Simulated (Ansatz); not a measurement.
These are PBE (plane waves to 420 eV, PAW; Ansatz, a program for electronic structure) values and carry that method's errors.

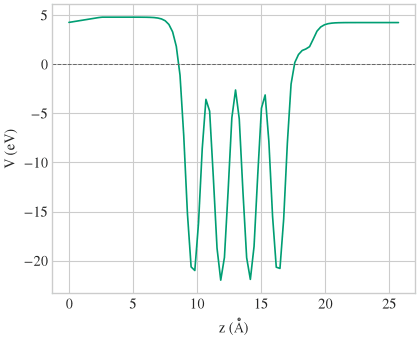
Fig. 1. Plane-averaged electrostatic potential energy along the normal, in eV from the Fermi level, for Al on the 1x1 (110) surface of bcc W, one in a 2x2 cell, started at the site 'bridge W-W (span 3.2 Å)'

Slab: 17 atoms, 6.6 Å thick at the start under the adsorbate (thin: gaps and levels are the slab's own); k 6x6x1, smearing 0.1 eV, dipole-corrected; 8 atoms held, the rest relaxed; held to the start's symmetry, so lower structures may exist; no spin, no spin-orbit, no U, no dispersion correction. At the end it is bonded to 4 W. In PBE it is, or lies within 0.03 eV of, the lowest of the starts that converged.

The vacuum level lies 4.24 eV above the Fermi level over the top face and 4.79 eV above it under the bottom face.
